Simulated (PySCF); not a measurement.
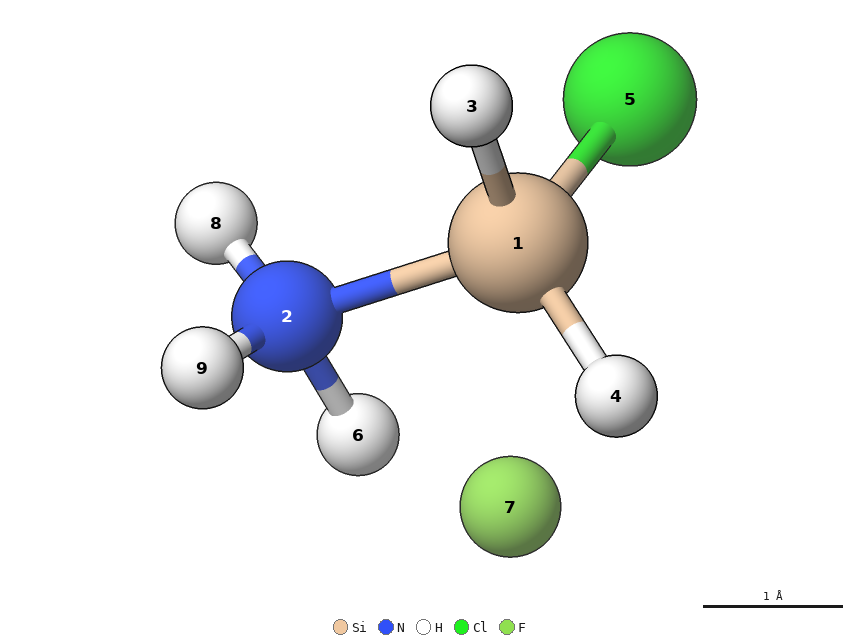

The picture comes from a calculation with PySCF.

The atoms are numbered. Geometry: start.

Give the bond lengths.

```json
{"bond": "Si1–N2", "length (Å)": "1.837"}
{"bond": "Si1–H3", "length (Å)": "1.470"}
{"bond": "Si1–H4", "length (Å)": "1.441"}
{"bond": "Si1–Cl5", "length (Å)": "1.991"}
{"bond": "N2–H6", "length (Å)": "1.191"}
{"bond": "N2–H8", "length (Å)": "1.013"}
{"bond": "N2–H9", "length (Å)": "1.012"}
```
